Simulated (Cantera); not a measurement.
Feed: 1 mol Si, 0.62 mol HCl, 1.3 mol H2, equilibrated at 0.133 bar.

Method: chemical equilibrium by Gibbs-energy minimisation in Cantera with the NASA 1993 tables (ideal gas, pure condensed phases). Candidate condensed phases: Si; 19 gas species. The tables' values for SiCl3, SiCl are old estimates; treat these amounts as uncertain. Kinetics and transport are ignored.

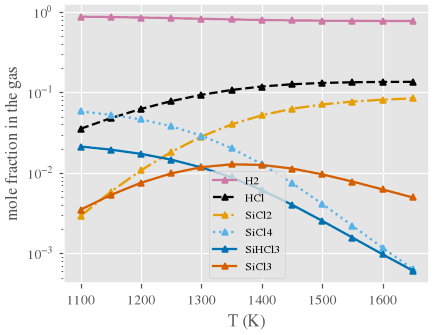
*Equilibrium gas composition (values under 1e-9 drawn at 1e-9)*

From 1100 K to 1650 K the condensed part is Si(s). The main Si-bearing gas is SiCl4 at 1100 K and SiCl2 at 1650 K. The share of Si in condensed phases is highest at 1250 K (85.2 %) and lowest at 1650 K (82.6 %).
